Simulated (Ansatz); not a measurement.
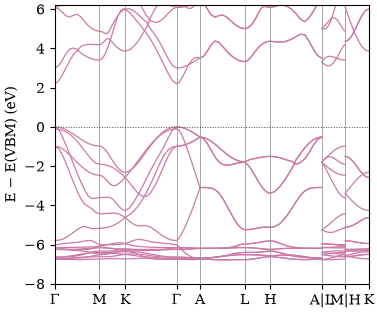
Band structure from the program Ansatz at the LDA level (PAW)

Question: Read off the gap and where the band edges lie.

Answer: About 2.2 eV (2.19 eV by a search for the band edges); maximum at Γ, minimum at Γ.

The material is ZnS (wurtzite, P6_3mc).

Symmetry was held in the LDA relaxation; phonons on a q-mesh show no instability.

Potentials: the later of the program's two PAW sets.
